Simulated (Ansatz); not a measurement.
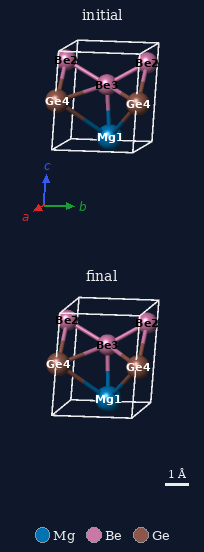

The structure of solid MgBe2Ge (a generated structure, set up in Pm) before (top) and after (bottom) a relaxation, at one scale.

A ball-and-stick model of the cell of the calculation, seen slightly off an axis.

Theory: Ansatz, DFT PBE, scalar-relativistic, plane waves, PAW. (plane-wave cutoff 420 eV; k-point mesh 14 × 12 × 12; occupations gaussian; smearing width 0.1 eV; no spin polarisation; cell and atoms relaxed; force threshold 0.01 eV/Å; at most 80 steps)

> Summarise the run.

The run was cut off at its time limit before the program reported convergence, but its last step already meets the force threshold: the largest component is 0.003 eV/Å against 0.01 eV/Å. The pressure is within 0.01 GPa of its target. Mg1 moves most relative to the cell: 0.16 Å along +a. By element the largest moves are Mg 0.16 Å, Ge 0.11 Å, Be 0.06 Å. The drawn cell changes as follows: a 3.574 → 3.567 Å (−0.2 %), b 3.714 → 3.661 Å (−1.4 %), c 4.444 → 4.646 Å (+4.5 %), β 106.9° → 112.5°; the volume changes by −0.7 %. Some distances before and after: Mg1–Ge4 3.489 → 3.166 Å, Mg1–Ge4 (another image) 2.945 → 3.161 Å, Be2–Ge4 2.356 → 2.429 Å, Mg1–Be2 2.728 → 2.672 Å. The space group (tolerance 0.01 Å) goes from Pm (No. 6) to Amm2 (No. 38). After 5 geometry steps the energy has fallen by 37.8 meV per cell of the calculation. Largest force component: 0.065 eV/Å at the start, 0.003 eV/Å at the end. The pressure goes from −0.05 to 0.00 GPa.
